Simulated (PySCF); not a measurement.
**NOH₃: one geometry, several methods**

How much do the numbers for NOH₃ (singlet) hang on the method? All levels run at one geometry, the PBE0 minimum.

The runs use PySCF 2.14.0; several methods, basis N def2-TZVP, O def2-TZVP, H def2-TZVP, no relativity, density fitting.

**1. The system as given**

5 atoms, charge 0, spin multiplicity 1.

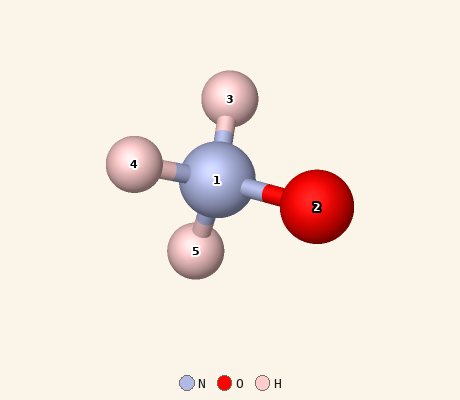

Start geometry, drawn with nitrogen light blue, oxygen red, hydrogen pink; atoms are numbered from 1 in the order of the file.

Z-matrix (Å, degrees; charge 0 multiplicity 1):
```
N
O  1 1.3376
H  1 1.0343 2 113.45
H  1 1.0343 2 113.45 3 -120.00
H  1 1.0343 2 113.45 3 120.00
```

**2. Density, ELF and potential**

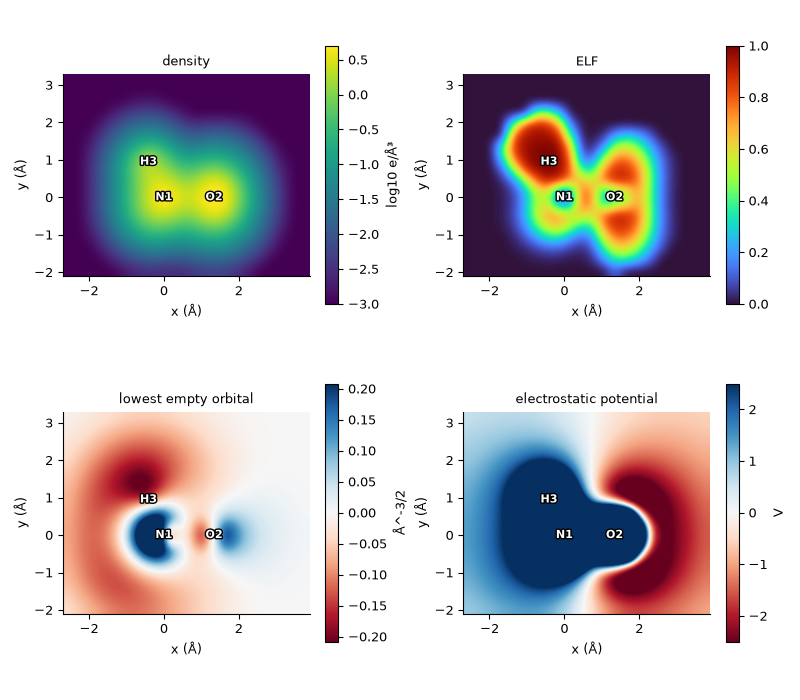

The plane holds N1 at (0.00, 0.00), O2 at (1.34, 0.00), H3 at (-0.41, 0.95) Å. ELF is set to 0 where the density is under 0.005 e/Å³; an orbital's overall sign is arbitrary. The potential's colours end at ±2.5 V.

Along N1–O2 (1.338 Å) the density is least, 2.52 e/Å³, about 0.67 Å from N1; ELF there is 0.82.

Making the fields ran for 0.7 s (2 threads of Intel Xeon Platinum 8488C (Sapphire Rapids), shared host).

**3. PBE0**

One driver script runs all steps and calls PySCF; scf.py shows the equivalent input of each level. Each SCF starts from the density of the minimum. The driver also runs the species with one electron less or more at the same geometry; their logs are not shown.

File scf.py:

```python
from pyscf import gto, scf, dft
mol = gto.M(atom='''
N     -0.000000     0.536017     0.291624
O      0.000000    -0.638917    -0.347607
H      0.000108     1.350955    -0.345204
H      0.821683     0.670712     0.905112
H     -0.821791     0.670801     0.904948''',
    basis={'N': 'def2-TZVP', 'O': 'def2-TZVP', 'H': 'def2-TZVP'},
    charge=0, spin=0)
mf = dft.RKS(mol, xc='PBE0')
mf.grids.atom_grid = (75, 302)
aux = {'N': 'def2-universal-JKFIT', 'O': 'def2-universal-JKFIT', 'H': 'def2-universal-JKFIT'}
mf = mf.density_fit(auxbasis=aux)
mf.conv_tol = 1e-08
mf.diis_space = 10
mf.max_cycle = 60
mf.verbose = 4
mf.kernel()
```

Started as:

```bash
$ OMP_NUM_THREADS=2 python axn.py task.json out
```

Log:

```text
init E= -131.591083711581
  HOMO = -0.220044376893763  LUMO = -0.000923121693574558  gap/eV = 5.96259
cycle= 1 E= -131.591083711581  delta_E= 7.39e-13  |g|= 2.68e-06  |ddm|= 2.27e-06
  HOMO = -0.220044821234608  LUMO = -0.000923357845017847  gap/eV = 5.96260
Extra cycle  E= -131.59108371158  delta_E= 9.66e-13  |g|= 3.55e-06  |ddm|= 2.85e-06
converged SCF energy = -131.59108371158
```

This level, with the species of one electron less or more, took 1.3 s.

| Property | Result |
| --- | --- |
| energy | -131.591084 Eh |
| one electron less (charge +1) | -131.263033 Eh (doublet, ⟨S²⟩ 0.75) |
| Mulliken charge of N1 | -0.11 e |

**4. HF**

scf.py, as its differences from that of step 3:

```diff
@@ -10,2 +10 @@
-mf = dft.RKS(mol, xc='PBE0')
-mf.grids.atom_grid = (75, 302)
+mf = scf.RHF(mol)
```

Log (excerpt; [...] marks lines left out):

```text
[... the frontier levels of the middle cycles are left out ...]
init E= -130.991477588247
  HOMO = -0.384287335840512  LUMO = 0.0949846153777045  gap/eV = 13.04165
cycle= 1 E= -131.003037365137  delta_E= -0.0116  |g|= 0.0531  |ddm|= 0.198
  HOMO = -0.381967349116443  LUMO = 0.0914471545921884  gap/eV = 12.88226
cycle= 2 E= -131.003811521913  delta_E= -0.000774  |g|= 0.0247  |ddm|= 0.0628
  HOMO = -0.381775699947386  LUMO = 0.0931437320688246  gap/eV = 12.92322
cycle= 3 E= -131.003969274709  delta_E= -0.000158  |g|= 0.00951  |ddm|= 0.0216
cycle= 4 E= -131.00401620454  delta_E= -4.69e-05  |g|= 0.00287  |ddm|= 0.0184
cycle= 5 E= -131.004020403698  delta_E= -4.2e-06  |g|= 0.00126  |ddm|= 0.00542
cycle= 6 E= -131.004021070551  delta_E= -6.67e-07  |g|= 0.000213  |ddm|= 0.00213
cycle= 7 E= -131.004021093537  delta_E= -2.3e-08  |g|= 3.37e-05  |ddm|= 0.000327
cycle= 8 E= -131.004021094325  delta_E= -7.88e-10  |g|= 6.18e-06  |ddm|= 8.29e-05
  HOMO = -0.382379120422951  LUMO = 0.0933298865105314  gap/eV = 12.94470
Extra cycle  E= -131.004021094351  delta_E= -2.6e-11  |g|= 2.21e-06  |ddm|= 1.42e-05
converged SCF energy = -131.004021094351
```

This level, with the species of one electron less or more, took under 0.5 s.

```
energy                        : -131.004021 Eh
one electron less (charge +1) : -130.734463 Eh (doublet, ⟨S²⟩ 0.76)
Mulliken charge of N1         : -0.08 e
```

**5. PBE**

scf.py, as its differences from that of step 4:

```diff
@@ -10 +10,2 @@
-mf = scf.RHF(mol)
+mf = dft.RKS(mol, xc='PBE')
+mf.grids.atom_grid = (75, 302)
```

Log (excerpt; [...] marks lines left out):

```text
[... the frontier levels of the middle cycles are left out ...]
init E= -131.591539831816
  HOMO = -0.150268057375536  LUMO = -0.0318231436063741  gap/eV = 3.22305
cycle= 1 E= -131.593252216405  delta_E= -0.00171  |g|= 0.0431  |ddm|= 0.217
  HOMO = -0.17181163011447  LUMO = -0.0307018313109211  gap/eV = 3.83979
cycle= 2 E= -131.59141402738  delta_E= 0.00184  |g|= 0.11  |ddm|= 0.15
  HOMO = -0.160480670195982  LUMO = -0.0320191187501919  gap/eV = 3.49562
cycle= 3 E= -131.593680532607  delta_E= -0.00227  |g|= 0.00673  |ddm|= 0.083
cycle= 4 E= -131.593692217239  delta_E= -1.17e-05  |g|= 0.00229  |ddm|= 0.0122
cycle= 5 E= -131.5936931968  delta_E= -9.8e-07  |g|= 0.000552  |ddm|= 0.00191
cycle= 6 E= -131.59369326012  delta_E= -6.33e-08  |g|= 3.71e-05  |ddm|= 0.000361
cycle= 7 E= -131.593693260322  delta_E= -2.02e-10  |g|= 7.25e-06  |ddm|= 2.26e-05
  HOMO = -0.159255957076803  LUMO = -0.0322280587056483  gap/eV = 3.45661
Extra cycle  E= -131.59369326032  delta_E= 1.48e-12  |g|= 8.22e-06  |ddm|= 8.63e-06
converged SCF energy = -131.59369326032
```

This level, with the species of one electron less or more, took 3 s.

```
energy                        : -131.593693 Eh
one electron less (charge +1) : -131.259098 Eh (doublet, ⟨S²⟩ 0.75)
Mulliken charge of N1         : -0.10 e
```

**6. B3LYP**

scf.py, as its differences from that of step 5:

```diff
@@ -10 +10 @@
-mf = dft.RKS(mol, xc='PBE')
+mf = dft.RKS(mol, xc='B3LYP')
```

Log:

```text
init E= -131.737143528909
  HOMO = -0.210275303694537  LUMO = -0.0159031177234468  gap/eV = 5.28914
cycle= 1 E= -131.738327538047  delta_E= -0.00118  |g|= 0.0224  |ddm|= 0.0972
  HOMO = -0.207191054797712  LUMO = -0.0162160308120747  gap/eV = 5.19670
cycle= 2 E= -131.738253689528  delta_E= 7.38e-05  |g|= 0.0282  |ddm|= 0.0319
  HOMO = -0.212271191987106  LUMO = -0.0165192571213524  gap/eV = 5.32668
cycle= 3 E= -131.738390177587  delta_E= -0.000136  |g|= 0.00541  |ddm|= 0.0245
  HOMO = -0.211477612197388  LUMO = -0.0166775270915522  gap/eV = 5.30078
cycle= 4 E= -131.738395012236  delta_E= -4.83e-06  |g|= 0.00173  |ddm|= 0.00385
  HOMO = -0.211352529903869  LUMO = -0.0166170655089033  gap/eV = 5.29902
cycle= 5 E= -131.738395580133  delta_E= -5.68e-07  |g|= 0.000152  |ddm|= 0.000836
  HOMO = -0.211339043061802  LUMO = -0.0166129156522743  gap/eV = 5.29877
cycle= 6 E= -131.73839558388  delta_E= -3.75e-09  |g|= 1.68e-05  |ddm|= 0.000123
  HOMO = -0.211344738804211  LUMO = -0.0166119133629081  gap/eV = 5.29895
Extra cycle  E= -131.738395583813  delta_E= 6.67e-11  |g|= 2.64e-05  |ddm|= 3.36e-05
converged SCF energy = -131.738395583813
```

This level, with the species of one electron less or more, ran for 2.6 s (2 threads of Intel Xeon Platinum 8488C (Sapphire Rapids), shared host).

| Item | Value |
| --- | --- |
| energy | -131.738396 Eh |
| one electron less (charge +1) | -131.404213 Eh (doublet, ⟨S²⟩ 0.75) |
| Mulliken charge of N1 | -0.07 e |

**7. r2SCAN**

scf.py, as its differences from that of step 6:

```diff
@@ -10,2 +10,2 @@
-mf = dft.RKS(mol, xc='B3LYP')
-mf.grids.atom_grid = (75, 302)
+mf = dft.RKS(mol, xc='R2SCAN')
+mf.grids.atom_grid = (90, 434)
```

Log:

```text
init E= -131.663811594553
  HOMO = -0.16968231570948  LUMO = -0.00380189121685959  gap/eV = 4.51384
cycle= 1 E= -131.664457243408  delta_E= -0.000646  |g|= 0.00595  |ddm|= 0.102
  HOMO = -0.17140895082478  LUMO = -0.00296488387254357  gap/eV = 4.58360
cycle= 2 E= -131.664457331304  delta_E= -8.79e-08  |g|= 0.00621  |ddm|= 0.0143
  HOMO = -0.170252108255552  LUMO = -0.00323100001610044  gap/eV = 4.54488
cycle= 3 E= -131.664464440581  delta_E= -7.11e-06  |g|= 0.00363  |ddm|= 0.00861
  HOMO = -0.170628322833589  LUMO = -0.00326100189582235  gap/eV = 4.55430
cycle= 4 E= -131.664466520015  delta_E= -2.08e-06  |g|= 0.000243  |ddm|= 0.00187
  HOMO = -0.17063751185417  LUMO = -0.00326268812653296  gap/eV = 4.55450
cycle= 5 E= -131.664466526815  delta_E= -6.8e-09  |g|= 0.000136  |ddm|= 0.000196
  HOMO = -0.170623293289046  LUMO = -0.00325312872466554  gap/eV = 4.55437
cycle= 6 E= -131.664466530194  delta_E= -3.38e-09  |g|= 3.21e-05  |ddm|= 8.57e-05
  HOMO = -0.170636671902206  LUMO = -0.00325381520273282  gap/eV = 4.55472
Extra cycle  E= -131.664466529843  delta_E= 3.51e-10  |g|= 5.36e-05  |ddm|= 6.74e-05
converged SCF energy = -131.664466529843
```

This level, with the species of one electron less or more, took 7.5 s.

| Item | Value |
| --- | --- |
| energy | -131.664467 Eh |
| one electron less (charge +1) | -131.336753 Eh (doublet, ⟨S²⟩ 0.75) |
| Mulliken charge of N1 | -0.02 e |

**8. TPSSh**

scf.py, as its differences from that of step 7:

```diff
@@ -10 +10 @@
-mf = dft.RKS(mol, xc='R2SCAN')
+mf = dft.RKS(mol, xc='TPSSH')
```

Log (excerpt; [...] marks lines left out):

```text
[... the frontier levels of the middle cycles are left out ...]
init E= -131.734591066278
  HOMO = -0.185710234392356  LUMO = -0.0125803503804391  gap/eV = 4.71110
cycle= 1 E= -131.735141796627  delta_E= -0.000551  |g|= 0.00887  |ddm|= 0.0847
  HOMO = -0.186883865652528  LUMO = -0.0115797538814633  gap/eV = 4.77027
cycle= 2 E= -131.73514486631  delta_E= -3.07e-06  |g|= 0.00604  |ddm|= 0.00971
  HOMO = -0.186671878280402  LUMO = -0.0121218945182591  gap/eV = 4.74975
cycle= 3 E= -131.735149129205  delta_E= -4.26e-06  |g|= 0.00419  |ddm|= 0.00546
cycle= 4 E= -131.735152075018  delta_E= -2.95e-06  |g|= 0.000692  |ddm|= 0.002
cycle= 5 E= -131.735152148154  delta_E= -7.31e-08  |g|= 0.000258  |ddm|= 0.000756
cycle= 6 E= -131.735152162453  delta_E= -1.43e-08  |g|= 1.24e-05  |ddm|= 0.000244
cycle= 7 E= -131.73515216248  delta_E= -2.66e-11  |g|= 1.75e-06  |ddm|= 8.57e-06
  HOMO = -0.18678606122899  LUMO = -0.0120371798443628  gap/eV = 4.75516
Extra cycle  E= -131.735152162479  delta_E= 1.42e-13  |g|= 2.08e-06  |ddm|= 1.89e-06
converged SCF energy = -131.735152162479
```

This level, with the species of one electron less or more, took 7.7 s.

```
energy                        : -131.735152 Eh
one electron less (charge +1) : -131.408101 Eh (doublet, ⟨S²⟩ 0.75)
Mulliken charge of N1         : -0.10 e
```

**9. MN15**

scf.py, as its differences from that of step 8:

```diff
@@ -10 +10 @@
-mf = dft.RKS(mol, xc='TPSSH')
+mf = dft.RKS(mol, xc='MN15')
```

Log (excerpt; [...] marks lines left out):

```text
[... the frontier levels of the middle cycles are left out ...]
init E= -131.584379261465
  HOMO = -0.255916996880271  LUMO = 0.0381516419366932  gap/eV = 8.00202
cycle= 1 E= -131.588910889458  delta_E= -0.00453  |g|= 0.0388  |ddm|= 0.164
  HOMO = -0.245079899353696  LUMO = 0.0381229662295439  gap/eV = 7.70634
cycle= 2 E= -131.588807845303  delta_E= 0.000103  |g|= 0.0446  |ddm|= 0.0439
  HOMO = -0.254204665116894  LUMO = 0.0378152095242257  gap/eV = 7.94627
cycle= 3 E= -131.589147711506  delta_E= -0.00034  |g|= 0.00649  |ddm|= 0.0326
cycle= 4 E= -131.589152756224  delta_E= -5.04e-06  |g|= 0.00356  |ddm|= 0.00405
cycle= 5 E= -131.589155013918  delta_E= -2.26e-06  |g|= 0.000348  |ddm|= 0.00166
cycle= 6 E= -131.589155054546  delta_E= -4.06e-08  |g|= 7.77e-05  |ddm|= 0.000691
cycle= 7 E= -131.589155056565  delta_E= -2.02e-09  |g|= 1.13e-05  |ddm|= 0.000161
  HOMO = -0.253272366066429  LUMO = 0.037816419456469  gap/eV = 7.92093
Extra cycle  E= -131.589155056659  delta_E= -9.48e-11  |g|= 6.8e-06  |ddm|= 4.21e-05
converged SCF energy = -131.589155056659
```

This level, with the species of one electron less or more, took 8.3 s.

```
energy                        : -131.589155 Eh
one electron less (charge +1) : -131.257042 Eh (doublet, ⟨S²⟩ 0.75)
Mulliken charge of N1         : -0.11 e
```

**10. wB97X**

scf.py, as its differences from that of step 9:

```diff
@@ -10,2 +10,2 @@
-mf = dft.RKS(mol, xc='MN15')
-mf.grids.atom_grid = (90, 434)
+mf = dft.RKS(mol, xc='WB97X')
+mf.grids.atom_grid = (75, 302)
```

Log (excerpt; [...] marks lines left out):

```text
[... the frontier levels of the middle cycles are left out ...]
init E= -131.697955358911
  HOMO = -0.312815063203405  LUMO = 0.0801694777398367  gap/eV = 10.69365
cycle= 1 E= -131.698654770884  delta_E= -0.000699  |g|= 0.015  |ddm|= 0.0897
  HOMO = -0.309249963819237  LUMO = 0.0796743319513169  gap/eV = 10.58317
cycle= 2 E= -131.698702407996  delta_E= -4.76e-05  |g|= 0.0135  |ddm|= 0.0257
  HOMO = -0.312072135154761  LUMO = 0.0799504772881576  gap/eV = 10.66748
cycle= 3 E= -131.69873466539  delta_E= -3.23e-05  |g|= 0.00295  |ddm|= 0.0114
cycle= 4 E= -131.698739756261  delta_E= -5.09e-06  |g|= 0.00083  |ddm|= 0.00893
cycle= 5 E= -131.698740161285  delta_E= -4.05e-07  |g|= 0.000333  |ddm|= 0.00249
cycle= 6 E= -131.698740219888  delta_E= -5.86e-08  |g|= 8.09e-05  |ddm|= 0.00102
cycle= 7 E= -131.69874022286  delta_E= -2.97e-09  |g|= 1.1e-05  |ddm|= 0.000219
  HOMO = -0.311519428465763  LUMO = 0.0800389146711282  gap/eV = 10.65485
Extra cycle  E= -131.698740222947  delta_E= -8.64e-11  |g|= 4.07e-06  |ddm|= 3.72e-05
converged SCF energy = -131.698740222947
```

This level, with the species of one electron less or more, ran for 3.1 s (2 threads of Intel Xeon Platinum 8488C (Sapphire Rapids), shared host).

| Property | Result |
| --- | --- |
| energy | -131.698740 Eh |
| one electron less (charge +1) | -131.369236 Eh (doublet, ⟨S²⟩ 0.75) |
| Mulliken charge of N1 | -0.08 e |

**11. Comparison of the levels**

| level | atomisation energy (kJ/mol) | vertical ionisation energy (eV) | −ε(HOMO) (eV) | gap (eV) | dipole (D) | wall time |
| --- | --- | --- | --- | --- | --- | --- |
| PBE0 | 1380 | 8.93 | 5.99 | 5.96 | 5.31 | 1.3 s |
| HF | 751 | 7.34 | 10.41 | 12.94 | 5.64 | under 0.5 s |
| PBE | 1452 | 9.10 | 4.33 | 3.46 | 5.06 | 3 s |
| B3LYP | 1396 | 9.09 | 5.75 | 5.30 | 5.27 | 2.6 s |
| r2SCAN | 1378 | 8.92 | 4.64 | 4.55 | 5.21 | 7.5 s |
| TPSSh | 1381 | 8.90 | 5.08 | 4.76 | 5.21 | 7.7 s |
| MN15 | 1393 | 9.04 | 6.89 | 7.92 | 5.45 | 8.3 s |
| wB97X | 1381 | 8.97 | 8.48 | 10.65 | 5.49 | 3.1 s |

Times are for 2 threads of Intel Xeon Platinum 8488C (Sapphire Rapids), shared host; PBE0 starts from its own converged density, so its time is not comparable. A dash stands where a species or a free atom was not run at that level, or the quantity is not defined.

Atomisation goes to high-spin atoms in their ground configurations, run at the same level, without zero-point energy.

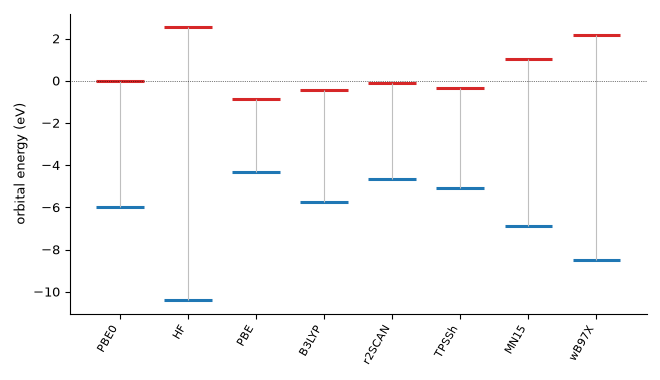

Highest occupied (blue) and lowest empty (red) levels by method.

**12. Outcome**

| quantity | value |
| --- | --- |
| atomisation energy, range | 751 (HF) to 1452 (PBE) kJ/mol |
| vertical ionisation energy, range | 7.34 (HF) to 9.10 (PBE) eV |
| orbital gap, range | 3.46 (PBE) to 12.94 (HF) eV |

In words: The atomisation energy spreads over 700 kJ/mol, from HF to PBE; without a CCSD(T) value for it there is no yardstick here.
